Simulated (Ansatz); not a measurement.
# FGeH3O3: molecular dynamics

Aim: follow the molecule's vibrations and see whether its bonds hold. The start is relaxed first. Runs: 300 steps of 0.25 fs at constant energy, with velocities drawn for 2000 K. SMILES of the start: [OH][Ge]([OH])([OH])[F].

Program: Ansatz 0.2.0. Level of theory: RHF/def2-SVP. These are calculated values, not measurements.

## 1. The system as given

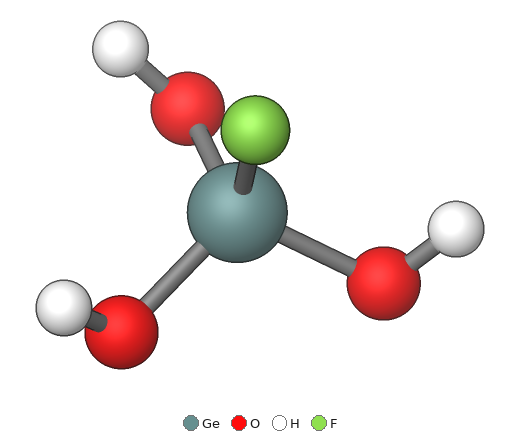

The starting structure, seen from a chosen angle (germanium teal, oxygen red, hydrogen white, fluorine green).

Structure file:

```xyz
8

Ge    0.0000    0.0000    0.0000
O     0.0000    0.0000    1.7700
H    -0.9095   -0.2814    2.1071
O     1.6691    0.0000   -0.5894
H     1.9855   -0.9521   -0.7061
O    -0.8337    1.4443   -0.5894
H    -1.7915    1.2136   -0.8118
F    -0.7913   -1.3709   -0.5594
```

## 2. Relaxing the start

input.yaml reads:

```yaml
crystal:
  periodic: [false, false, false]
  atoms:
    - { symbol: Ge, position_ang: [0.0, 0.0, 0.0] }
    - { symbol: O, position_ang: [0.0, 0.0, 1.77] }
    - { symbol: H, position_ang: [-0.9095, -0.2814, 2.1071] }
    - { symbol: O, position_ang: [1.6691, 0.0, -0.5894] }
    - { symbol: H, position_ang: [1.9855, -0.9521, -0.7061] }
    - { symbol: O, position_ang: [-0.8337, 1.4443, -0.5894] }
    - { symbol: H, position_ang: [-1.7915, 1.2136, -0.8118] }
    - { symbol: F, position_ang: [-0.7913, -1.3709, -0.5594] }
basis:
  gaussian: { orbitals: def2-SVP }
hamiltonian:
  xc: hf
relax:
  f_tol: 0.02
  max_steps: 40
```

Launch:

```sh
ansatz run input.yaml --threads 1 --pin off --max-ram 2048MiB --backend cpu --events-out ev --progress --plain --runs-dir out
```

Output, cut to the lines that bear on the results:

```text
Warning: RAYON_NUM_THREADS=1 ignored (pool sized by the plan → 1); use --threads N
[...]
Functional definition: HF
[...]
1053 factors; integrals over basis functions are off by at most 2.8e-4 eV
[...]
mean field -65326.88503325 eV, -2400.7187448188 hartree, gradient 2.1e-5 eV, S^2 0.000000; 0 other end points of the search recorded, 0 dependent functions left out
[...]
reference -65326.88503325 eV, -2400.7187448188 hartree; 34, 34 occupied and 69, 69 virtual orbitals, 1053 factors
relax step   1: F+E_penalty+E_count = -65326.88503325 eV  Δ(F+E_penalty+E_count) = +0.000e0 eV  max|allowed force component| = 3.187e0 eV/Å  Δτ_max = 0.0000 Å  (33 SCF iters, accepted)
[...]
relax step   3: F+E_penalty+E_count = -65327.38607475 eV  Δ(F+E_penalty+E_count) = -6.866e-2 eV  max|allowed force component| = 2.051e-1 eV/Å  Δτ_max = 0.0386 Å  (32 SCF iters, accepted)
[...]
relax step   5: F+E_penalty+E_count = -65327.42044946 eV  Δ(F+E_penalty+E_count) = -1.761e-2 eV  max|allowed force component| = 5.520e-1 eV/Å  Δτ_max = 0.0709 Å  (32 SCF iters, accepted)
[...]
relax step   7: F+E_penalty+E_count = -65327.46923948 eV  Δ(F+E_penalty+E_count) = -9.251e-3 eV  max|allowed force component| = 2.618e-1 eV/Å  Δτ_max = 0.0422 Å  (32 SCF iters, accepted)
[...]
relax step   9: F+E_penalty+E_count = -65327.48315125 eV  Δ(F+E_penalty+E_count) = -2.016e-3 eV  max|allowed force component| = 1.186e-1 eV/Å  Δτ_max = 0.0560 Å  (33 SCF iters, accepted)
[...]
relax step  10: F+E_penalty+E_count = -65327.48536611 eV  Δ(F+E_penalty+E_count) = -2.215e-3 eV  max|allowed force component| = 4.813e-2 eV/Å  Δτ_max = 0.0810 Å  (32 SCF iters, accepted)
[...]
relax step  11: F+E_penalty+E_count = -65327.48620196 eV  Δ(F+E_penalty+E_count) = -8.359e-4 eV  max|allowed force component| = 1.718e-2 eV/Å  Δτ_max = 0.0400 Å  (32 SCF iters, accepted)
[...]
1053 factors; integrals over basis functions are off by at most 7.6e-4 eV
```

## 3. More of the same log: start relaxed

Output, continued, cut to the lines that bear on the results:

```text
mean field -65327.41853396 eV, -2400.7383506084 hartree, gradient 3.3e-5 eV, S^2 0.000000; 0 other end points of the search recorded, 0 dependent functions left out
[...]
reference -65327.41853396 eV, -2400.7383506084 hartree; 34, 34 occupied and 69, 69 virtual orbitals, 1053 factors
relax step  12: F+E_penalty+E_count = -65327.41853396 eV  Δ(F+E_penalty+E_count) = +6.767e-2 eV  max|allowed force component| = 1.745e0 eV/Å  Δτ_max = 0.1962 Å  (32 SCF iters, rejected (line search))
[...]
relax step  18: F+E_penalty+E_count = -65327.48687825 eV  Δ(F+E_penalty+E_count) = -5.737e-5 eV  max|allowed force component| = 2.254e-2 eV/Å  Δτ_max = 0.0027 Å  (32 SCF iters, accepted)
[...]
relax step  19: F+E_penalty+E_count = -65327.48694937 eV  Δ(F+E_penalty+E_count) = -7.112e-5 eV  max|allowed force component| = 1.647e-3 eV/Å  Δτ_max = 0.0114 Å  (33 SCF iters, accepted)
[...]
reference -65327.48694937 eV, -2400.7408648285 hartree; 34, 34 occupied and 69, 69 virtual orbitals, 1053 factors
Total energy: -65327.48694937 eV, -2400.7408648285 hartree
Atom 0 at    -0.137483    -0.088246     0.037401 Å, force    -0.000106    -0.000147     0.000381 eV/Å
Atom 1 at     0.075837    -0.219674     1.742530 Å, force    -0.000105     0.000093     0.000557 eV/Å
Atom 2 at    -0.693751    -0.215553     2.291778 Å, force    -0.000327     0.000321     0.000865 eV/Å
Atom 3 at     1.385934    -0.007856    -0.764166 Å, force     0.000596     0.000026     0.000042 eV/Å
Atom 4 at     2.037306    -0.659901    -0.553068 Å, force    -0.000001     0.000201    -0.001062 eV/Å
Atom 5 at    -1.115610     1.274775    -0.357147 Å, force    -0.000522    -0.000013    -0.000156 eV/Å
Atom 6 at    -1.273477     1.463384    -1.270096 Å, force     0.000543     0.001166    -0.000331 eV/Å
Atom 7 at    -0.950156    -1.493428    -0.506233 Å, force    -0.000078    -0.001647    -0.000297 eV/Å
Dipole moment:     0.005574     0.016731     0.015372 e Å
```

It took 45 s on 1 thread of Arm Neoverse V2, shared host; peak memory 0.22 GiB.

The steps of the relaxation:

```csv
step,energy from step 1 (eV),largest force component (eV/Å)
1,0.0000,3.1866
2,-0.4324,1.1955
3,-0.5010,0.2051
4,-0.5178,0.4899
5,-0.5354,0.5520
6,-0.5750,0.3927
7,-0.5842,0.2618
8,-0.5961,0.1222
9,-0.5981,0.1186
10,-0.6003,0.0481
11,-0.6012,0.0172
12x,-0.5335,1.7448
13,-0.6012,0.0319
14,-0.6016,0.0068
15x,-0.5985,0.3823
16,-0.6017,0.0155
17,-0.6018,0.0460
18,-0.6018,0.0225
19,-0.6019,0.0016
```

Step 1 is the start. 2 steps were tried and not accepted (12, 15; marked x where the table lists them).

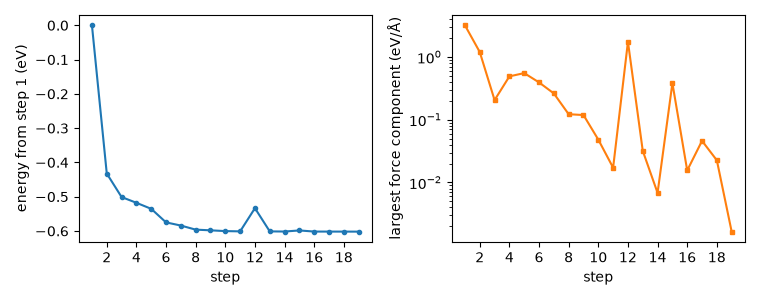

Energy and largest force along the relaxation.

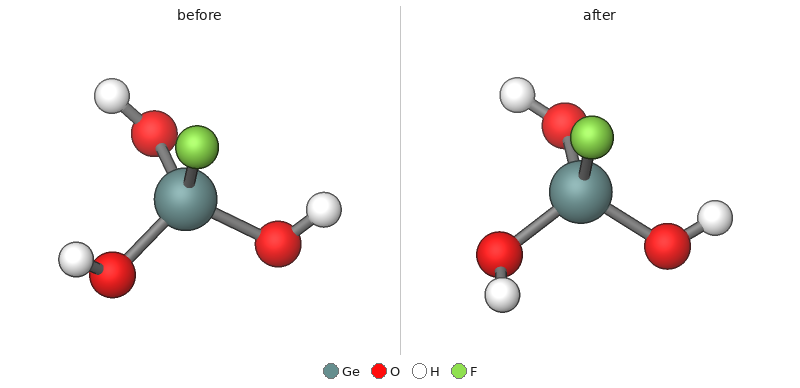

Before and after, at one scale.

After: Bond lengths: Ge1–O2 1.723 Å, O2–H3 0.945 Å, Ge1–O4 1.723 Å, O4–H5 0.946 Å, Ge1–O6 1.723 Å, O6–H7 0.946 Å, Ge1–F8 1.712 Å. Angles: Ge1–O2–H3 118.3°, O2–Ge1–O4 110.8°, O2–Ge1–O6 110.9°, O2–Ge1–F8 108.1°, O4–Ge1–O6 111.0°, O4–Ge1–F8 108.1°, O6–Ge1–F8 107.9°, Ge1–O4–H5 118.2°, Ge1–O6–H7 118.3°.

## 4. The run

300 steps of 0.25 fs at constant energy, with velocities drawn for 2000 K, from the relaxed start. H is given a mass of 10 u.

input.yaml reads:

```yaml
crystal:
  periodic: [false, false, false]
  atoms:
    - { symbol: Ge, position_ang: [-0.137483, -0.088246, 0.037401] }
    - { symbol: O, position_ang: [0.075837, -0.219674, 1.74253] }
    - { symbol: H, position_ang: [-0.693751, -0.215553, 2.291778] }
    - { symbol: O, position_ang: [1.385934, -0.007856, -0.764166] }
    - { symbol: H, position_ang: [2.037306, -0.659901, -0.553068] }
    - { symbol: O, position_ang: [-1.11561, 1.274775, -0.357147] }
    - { symbol: H, position_ang: [-1.273477, 1.463384, -1.270096] }
    - { symbol: F, position_ang: [-0.950156, -1.493428, -0.506233] }
basis:
  gaussian: { orbitals: def2-SVP }
hamiltonian:
  xc: hf
md:
  timestep: 0.25
  n_steps: 300
  ensemble: nve
  temperature: 2000.0
  initial_velocities: maxwell_boltzmann
  seed: 886198
  masses: [{ species: H, mass: 10.0 }]
```

Launch:

```sh
ansatz run input.yaml --threads 1 --pin off --max-ram 2048MiB --backend cpu --events-out ev --progress --plain --runs-dir out
```

Output, cut to the lines that bear on the results:

```text
Warning: RAYON_NUM_THREADS=1 ignored (pool sized by the plan → 1); use --threads N
[...]
[... 1 set-up line as earlier in the session ...]
[...]
1057 factors; integrals over basis functions are off by at most 2.0e-4 eV
[...]
mean field -65327.48702446 eV, -2400.7408675877 hartree, gradient 1.3e-5 eV, S^2 0.000000; 0 other end points of the search recorded, 0 dependent functions left out
[...]
reference -65327.48702446 eV, -2400.7408675877 hartree; 34, 34 occupied and 69, 69 virtual orbitals, 1057 factors
md step     0: t =     0.00 fs  T =  2000.0 K  F+E_penalty+E_count = -65327.48702446 eV  E_kin = 1.551120 eV  conserved = -65325.93590447 eV  (33 SCF iters)
[...]
md step    20: t =     5.00 fs  T =  1209.5 K  F+E_penalty+E_count = -65326.87339269 eV  E_kin = 0.938013 eV  conserved = -65325.93537988 eV  (36 SCF iters)
[...]
md step    40: t =    10.00 fs  T =   965.3 K  F+E_penalty+E_count = -65326.68422323 eV  E_kin = 0.748663 eV  conserved = -65325.93555998 eV  (36 SCF iters)
[...]
md step    60: t =    15.00 fs  T =   760.6 K  F+E_penalty+E_count = -65326.52532080 eV  E_kin = 0.589914 eV  conserved = -65325.93540633 eV  (37 SCF iters)
[...]
md step    80: t =    20.00 fs  T =  1242.3 K  F+E_penalty+E_count = -65326.89921151 eV  E_kin = 0.963460 eV  conserved = -65325.93575107 eV  (36 SCF iters)
md step    81: t =    20.25 fs  T =  1264.1 K  F+E_penalty+E_count = -65326.91615292 eV  E_kin = 0.980391 eV  conserved = -65325.93576159 eV  (56 SCF iters)
```

## 5. The output, continued: dynamics from the start

Output, continued, cut to the lines that bear on the results:

```text
md step    82: t =    20.50 fs  T =  1281.5 K  F+E_penalty+E_count = -65326.92963147 eV  E_kin = 0.993866 eV  conserved = -65325.93576582 eV  (36 SCF iters)
[...]
md step   108: t =    27.00 fs  T =   967.5 K  F+E_penalty+E_count = -65326.68576111 eV  E_kin = 0.750322 eV  conserved = -65325.93543960 eV  (34 SCF iters)
[...]
md step   134: t =    33.50 fs  T =   753.0 K  F+E_penalty+E_count = -65326.51967327 eV  E_kin = 0.584004 eV  conserved = -65325.93566951 eV  (35 SCF iters)
[...]
md step   160: t =    40.00 fs  T =   899.2 K  F+E_penalty+E_count = -65326.63310646 eV  E_kin = 0.697396 eV  conserved = -65325.93571092 eV  (32 SCF iters)
[...]
md step   184: t =    46.00 fs  T =  1114.3 K  F+E_penalty+E_count = -65326.79971697 eV  E_kin = 0.864205 eV  conserved = -65325.93551164 eV  (34 SCF iters)
md step   185: t =    46.25 fs  T =  1104.9 K  F+E_penalty+E_count = -65326.79243898 eV  E_kin = 0.856933 eV  conserved = -65325.93550646 eV  (34 SCF iters)
```

## 6. The log goes on: dynamics from the start

Output, continued, cut to the lines that bear on the results:

```text
md step   186: t =    46.50 fs  T =  1096.1 K  F+E_penalty+E_count = -65326.78562226 eV  E_kin = 0.850119 eV  conserved = -65325.93550283 eV  (34 SCF iters)
[...]
md step   207: t =    51.75 fs  T =  1006.5 K  F+E_penalty+E_count = -65326.71614118 eV  E_kin = 0.780567 eV  conserved = -65325.93557434 eV  (36 SCF iters)
[...]
md step   228: t =    57.00 fs  T =   697.3 K  F+E_penalty+E_count = -65326.47621853 eV  E_kin = 0.540818 eV  conserved = -65325.93540095 eV  (37 SCF iters)
[...]
md step   249: t =    62.25 fs  T =   928.5 K  F+E_penalty+E_count = -65326.65573345 eV  E_kin = 0.720072 eV  conserved = -65325.93566172 eV  (37 SCF iters)
[...]
md step   299: t =    74.75 fs  T =  1409.6 K  F+E_penalty+E_count = -65327.02895384 eV  E_kin = 1.093206 eV  conserved = -65325.93574766 eV  (35 SCF iters)
[...]
md step   300: t =    75.00 fs  T =  1400.9 K  F+E_penalty+E_count = -65327.02225551 eV  E_kin = 1.086509 eV  conserved = -65325.93574608 eV  (56 SCF iters)
Total energy: -65327.02225551 eV, -2400.7237876439 hartree
Atom 0 at    -0.148549    -0.070151     0.070509 Å, force     2.586050     0.238146     0.394871 eV/Å
Atom 1 at    -0.161447    -0.421627     1.769239 Å, force     0.273680    -1.568973    -2.309351 eV/Å
Atom 2 at    -0.301473     0.212046     2.404159 Å, force    -0.430553     1.871330     1.706283 eV/Å
Atom 3 at     1.610468     0.009913    -0.486081 Å, force    -2.933844    -1.069058     0.162809 eV/Å
Atom 4 at     1.750191    -0.848444    -0.904339 Å, force     0.327030     0.875761     0.287989 eV/Å
Atom 5 at    -1.194869     1.203707    -0.398871 Å, force     0.478926     0.466525     1.716442 eV/Å
Atom 6 at    -1.367961     1.306722    -1.298857 Å, force    -0.302099     0.191218    -1.522068 eV/Å
Atom 7 at    -0.835991    -1.391019    -0.713461 Å, force     0.000810    -1.004949    -0.436974 eV/Å
Dipole moment:    -0.044260     0.239762    -0.109185 e Å
```

It took 10 min on 1 thread of Arm Neoverse V2, shared host; peak memory 0.22 GiB.

## 7. Frames and traces

The trajectory, every 22 steps (energies from step 0):

```csv
time (fs),T (K),potential energy change (meV/atom),total energy change (meV/atom)
0.0,2000,0.0,0.00
5.5,1138,83.6,0.07
11.0,959,100.9,0.04
16.5,783,118.1,0.07
22.0,1292,68.6,0.03
27.5,964,100.5,0.06
33.0,825,114.0,0.02
38.5,586,137.2,0.06
44.0,1192,78.3,0.04
49.5,1039,93.2,0.05
55.0,832,113.3,0.04
60.5,859,110.7,0.03
66.0,808,115.6,0.06
71.5,1216,76.0,0.04
75.0,1401,58.1,0.02
```

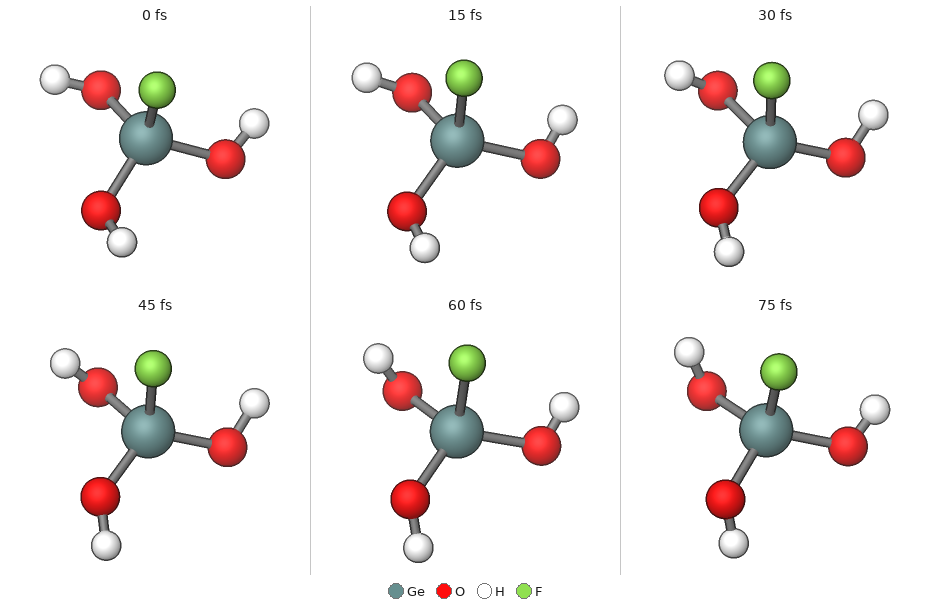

The system at six times, viewed from a chosen angle. Sticks join atoms within a bonding distance in each frame.

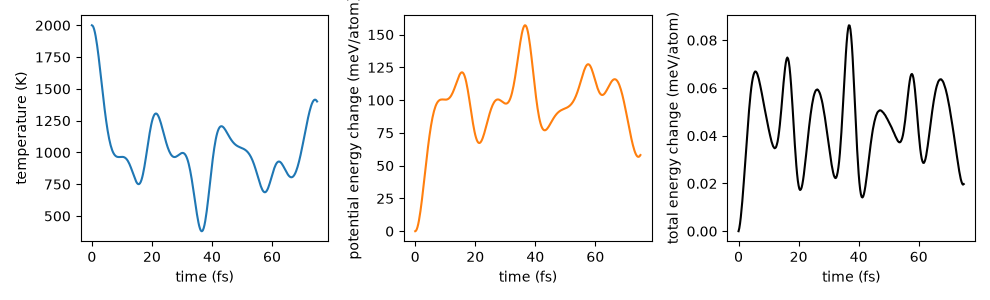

Traces against time; each panel has its own scale.

## 8. Snapshots as a file

Extended XYZ, with forces in eV/Å:

```xyz
8
time_fs=9.5 T=965 dE=0.8034
Ge   -0.131   -0.047    0.049   -5.103   -2.205    1.459
O     0.119   -0.261    1.783   -1.299    0.331   -0.504
H    -0.626   -0.182    2.394    0.873   -0.099   -0.878
O     1.311   -0.043   -0.704    3.208    0.683   -1.908
H     1.940   -0.722   -0.558    0.353   -0.376    0.040
O    -1.139    1.361   -0.359    0.551   -1.457   -2.669
H    -1.276    1.409   -1.359    0.293    0.000    3.000
F    -0.911   -1.617   -0.637    1.124    3.123    1.460
8
time_fs=18.8 T=1079 dE=0.7143
Ge   -0.172   -0.030    0.071   -0.834   -2.402   -1.144
O     0.114   -0.289    1.782    0.152    0.188   -1.777
H    -0.519   -0.150    2.452   -0.743    0.160    0.461
O     1.356   -0.038   -0.725    0.560   -0.252    0.304
H     1.887   -0.821   -0.556   -0.420    0.661   -0.217
O    -1.129    1.378   -0.426    1.351   -1.621    4.153
H    -1.269    1.352   -1.314   -0.698    0.142   -3.564
F    -0.829   -1.611   -0.704    0.632    3.124    1.784
8
time_fs=28.0 T=966 dE=0.8022
Ge   -0.223   -0.041    0.083    4.647   -1.485   -2.048
O     0.102   -0.304    1.725   -1.138    0.233    2.237
H    -0.444   -0.114    2.510    0.774   -0.249   -1.585
O     1.437   -0.033   -0.740   -2.345    0.361    1.451
H     1.808   -0.886   -0.568    0.275   -0.012   -0.182
O    -1.077    1.324   -0.388   -1.991    0.912   -4.021
H    -1.289    1.311   -1.399    0.741    0.254    3.748
F    -0.724   -1.479   -0.699   -0.964   -0.013    0.401
8
time_fs=37.5 T=429 dE=1.2188
Ge   -0.225   -0.060    0.077    5.140    4.695    1.039
O     0.053   -0.318    1.726    0.848   -0.798   -1.193
H    -0.346   -0.079    2.506   -1.305    0.791    1.780
O     1.413   -0.022   -0.683   -0.741   -0.973    1.132
H     1.745   -0.931   -0.597   -0.118    1.397   -0.325
O    -1.096    1.298   -0.463    0.542    0.478    6.147
H    -1.280    1.290   -1.314   -1.329    0.148   -5.955
F    -0.664   -1.365   -0.688   -3.037   -5.737   -2.625
8
time_fs=47.0 T=1081 dE=0.7135
Ge   -0.173   -0.040    0.075   -1.792   -0.621   -0.064
O     0.025   -0.356    1.727   -0.711    0.296    2.373
H    -0.318   -0.007    2.566    0.275   -0.405   -1.751
O     1.353   -0.037   -0.574    2.446    1.426   -1.038
H     1.686   -0.899   -0.654    0.721   -0.984   -0.267
O    -1.132    1.303   -0.407   -0.963   -0.011   -3.878
H    -1.319    1.284   -1.431    0.697    0.179    4.102
F    -0.720   -1.451   -0.763   -0.673    0.121    0.523
8
time_fs=56.2 T=736 dE=0.9810
Ge   -0.138   -0.022    0.076   -4.294   -2.253    0.132
O    -0.024   -0.395    1.794    0.199   -0.603   -2.711
H    -0.294    0.063    2.546   -0.748    1.019    0.954
O     1.412   -0.006   -0.515    2.360   -0.616   -1.209
H     1.672   -0.905   -0.726    0.235    0.685   -0.033
O    -1.195    1.302   -0.463    1.777   -1.226    5.046
H    -1.325    1.292   -1.343   -0.702    0.019   -4.178
F    -0.810   -1.549   -0.825    1.173    2.976    1.997
8
time_fs=65.5 T=819 dE=0.9161
Ge   -0.145   -0.030    0.077    0.583   -3.126   -0.899
O    -0.076   -0.438    1.780   -0.825    1.774    0.888
H    -0.307    0.167    2.536    0.460   -1.396   -2.214
O     1.570    0.009   -0.508   -2.672   -0.034    0.498
H     1.686   -0.881   -0.807    0.639   -0.174   -0.266
O    -1.197    1.250   -0.392   -0.201    0.257   -3.090
H    -1.357    1.304   -1.397    0.482   -0.159    3.345
F    -0.854   -1.528   -0.805    1.534    2.858    1.737
8
time_fs=75.0 T=1401 dE=0.4648
Ge   -0.148   -0.070    0.070    2.586    0.238    0.395
O    -0.161   -0.422    1.769    0.274   -1.569   -2.309
H    -0.301    0.212    2.404   -0.431    1.871    1.706
O     1.611    0.010   -0.486   -2.934   -1.069    0.163
H     1.750   -0.848   -0.904    0.327    0.876    0.288
O    -1.195    1.204   -0.399    0.479    0.467    1.716
H    -1.368    1.307   -1.299   -0.302    0.191   -1.522
F    -0.836   -1.391   -0.714    0.001   -1.005   -0.437
```

## 9. Summary of results

| quantity | value |
| --- | --- |
| relaxation of the start | 16 moves, 0.602 eV lower |
| length | 300 steps of 0.25 fs |
| temperature, first and last step | 2000 and 1401 K |
| temperature, second half | mean 971 K, from 429 to 1415 K |
| potential energy, second half | +100 meV/atom from the start |
| largest change of the total energy | 0.09 meV/atom |
| bonds formed or broken | 0 |

What this shows: The temperature starts at 2000 K and averages 971 K in the second half, where it ranges from 429 to 1415 K. About half is expected from a start at a minimum: kinetic energy passes into potential energy until both shares match. The total energy strays from its start by at most 0.09 meV/atom, under 0.1 % of the mean kinetic energy, so a step of 0.25 fs is short enough over this time. No bond forms or breaks. A run of 75 fs with 8 atoms shows the motion but fixes no equilibrium value.
